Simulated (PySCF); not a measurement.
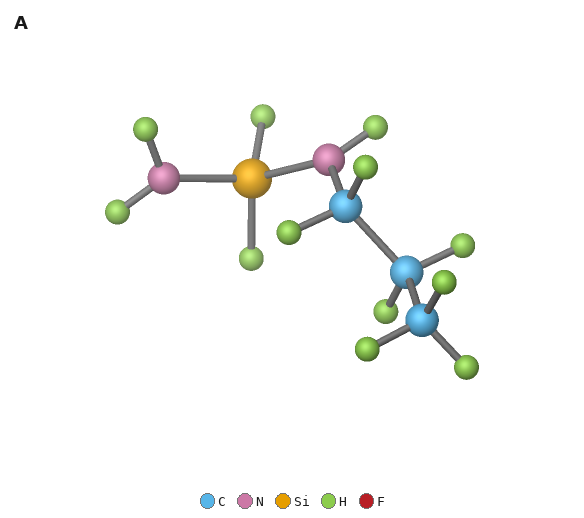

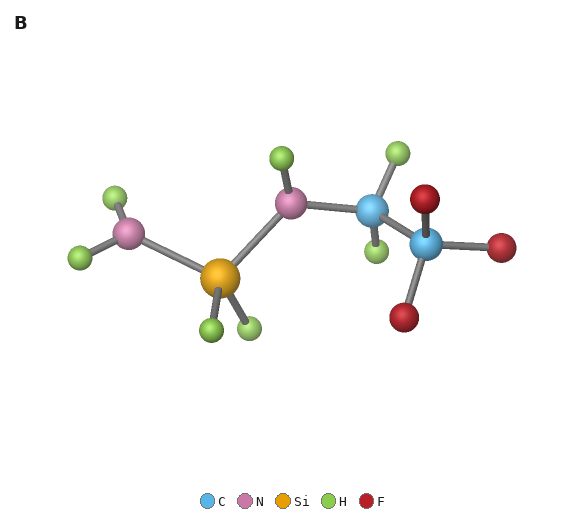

Two related species, optimised with PBE0-D3(BJ)/def2-SVP; properties computed with PySCF 2.14.0. Both: charge 0, singlet.

Question: Identify both.

Answer: A is C3H12N2Si (CCCN[SiH2]N), B is C2H7F3N2Si (N[SiH2]NCC(F)(F)F).

Compare them. With CAM-B3LYP/def2-SVPD: dipole moment (D), HOMO–LUMO gap (eV), HOMO energy (Kohn–Sham orbital) (eV), lowest vertical singlet excitation (eV), mean static polarisability (bohr³). With HF/pcSseg-1: HOMO energy (Hartree–Fock orbital) (eV), shielding of Si (ppm). With PBE0/pcSseg-1: Hirshfeld charge of Si (e), IAO charge of Si (e). With PBE0-D3(BJ)/def2-SVP: mean Si–H length (Å), mean Si–N length (Å).

```
                               quantity      A       B
                      dipole moment (D)   0.61    2.97
                     HOMO–LUMO gap (eV)   9.28    9.78
   HOMO energy (Kohn–Sham orbital) (eV)  −8.05   −8.77
lowest vertical singlet excitation (eV)   6.22    6.62
     mean static polarisability (bohr³)   81.7    69.8
HOMO energy (Hartree–Fock orbital) (eV)  −9.92  −10.79
                  shielding of Si (ppm)  437.4   427.7
             Hirshfeld charge of Si (e)   0.38    0.38
                   IAO charge of Si (e)   0.98    0.99
                   mean Si–H length (Å)  1.501   1.498
                   mean Si–N length (Å)  1.726   1.729
```

Each is one conformer, and no frequency run is at hand to confirm it as a minimum.
